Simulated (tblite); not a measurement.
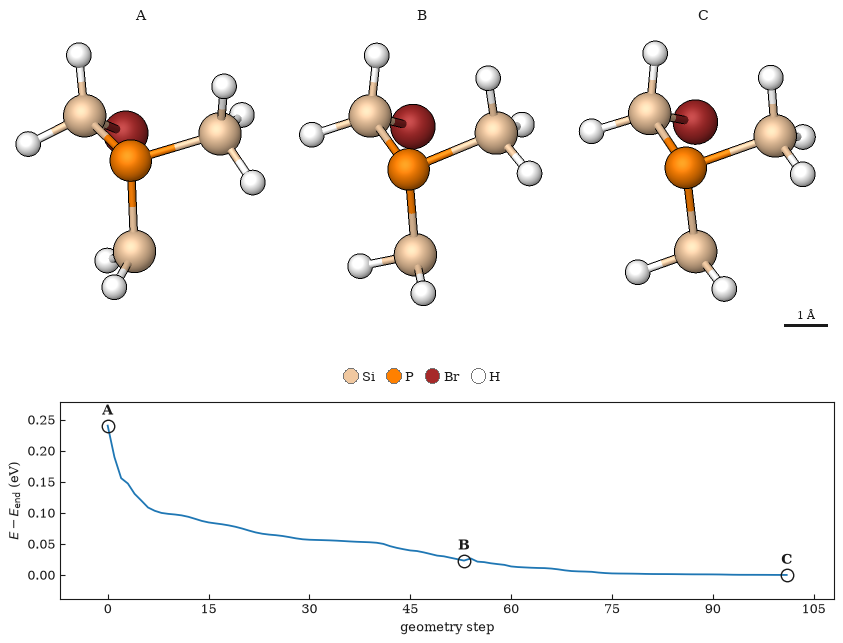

Frames of a relaxation of Si₃PH₇Br (multiplicity 2), marked on the history of the run. The picture is a ball-and-stick view, seen at a tilt.

Theory: GFN2-xTB geometry optimisation, gas phase (tblite). 

Describe the path.

Answer. The largest move after the best rigid fit is that of an H atom, 1.21 Å. By element the largest moves are H 1.21 Å, Br 0.35 Å, Si 0.32 Å, P 0.24 Å. Some distances before and after: Br–Si 2.284 → 2.214 Å, P–Si 2.189 → 2.230 Å, H–Si 1.442 → 1.468 Å, H–Si 1.482 → 1.458 Å. Bond angles that change, for instance: Si–P–Si 112.6° → 102.4°, Br–Si–H 111.4° → 104.5°, P–Si–H 112.8° → 106.3°. Groups turn about P–Si by about 55°, P–Si by about 30°. The energy falls by 0.240 eV in 101 geometry steps. From step 0 to 53: an H atom moves most (0.77 Å), energy −0.217 eV. From step 53 to 101: an H atom moves most (0.52 Å), energy −0.023 eV.
